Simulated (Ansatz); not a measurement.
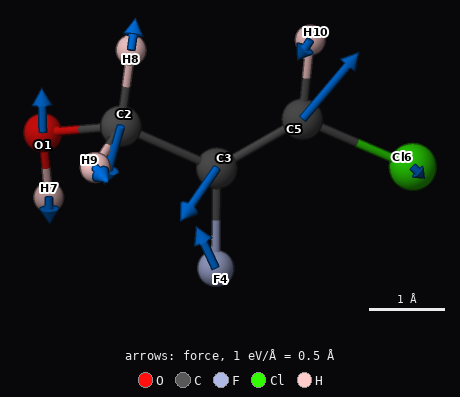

Starting geometry of C₃H₄ClFO (coarse preliminary run) with the computed forces as blue arrows. Style: ball-and-stick. Shown at a tilt.

The start comes from a force field.

Level of theory: RKS PBE-D4/def2-SVP in Ansatz.

Input
```yaml
crystal:
  periodic: [false, false, false]
  atoms:
    - {symbol: O, position_ang: [-0.643800, -1.848400, 0.554400]}
    - {symbol: C, position_ang: [0.135400, -0.681600, 0.798800]}
    - {symbol: C, position_ang: [0.170000, 0.193100, -0.428300]}
    - {symbol: F, position_ang: [0.747500, -0.353900, -1.560100]}
    - {symbol: C, position_ang: [-0.174600, 1.465200, -0.441800]}
    - {symbol: Cl, position_ang: [-0.099400, 2.487800, -1.814600]}
    - {symbol: H, position_ang: [-0.404500, -2.156000, -0.322500]}
    - {symbol: H, position_ang: [-0.224500, -0.133100, 1.662700]}
    - {symbol: H, position_ang: [1.144200, -1.023800, 1.095000]}
    - {symbol: H, position_ang: [-0.567100, 1.999600, 0.459400]}
basis:
  gaussian: {orbitals: def2-SVP}
hamiltonian: {xc: pbe, dispersion: d4}
relax: {f_tol: 0.03, max_steps: 200}
```

Run as
```bash
ansatz run in.yaml --threads 4 --pin off --events-out ev --progress --plain --max-ram 10444MiB
```

Q: Is this structure relaxed? If not, where do the atoms go?

A: It isn't relaxed: the largest force vector, on C5, is 2.37 eV/Å. The final displacements follow the starting forces only in part (cosine between the two patterns 0.40). Over 6 geometry steps the energy falls by 0.195 eV. Largest force component: 2.1 eV/Å at the start, 0.027 eV/Å at the end. The largest move after the best rigid fit is that of H7, 0.12 Å. Largest moves by element: H 0.12 Å, F 0.11 Å, Cl 0.06 Å, C 0.06 Å, O 0.05 Å. Among the contacts that change: C3–F4 1.383 → 1.351 Å, C3–C5 1.318 → 1.346 Å, C2–H8 1.085 → 1.108 Å, C5–H10 1.119 → 1.099 Å. Among the angles between lasting bonds that change: O1–C2–H9 107.0° → 112.0°, C2–C3–F4 116.5° → 112.3°, C3–C2–H9 112.1° → 108.1°.
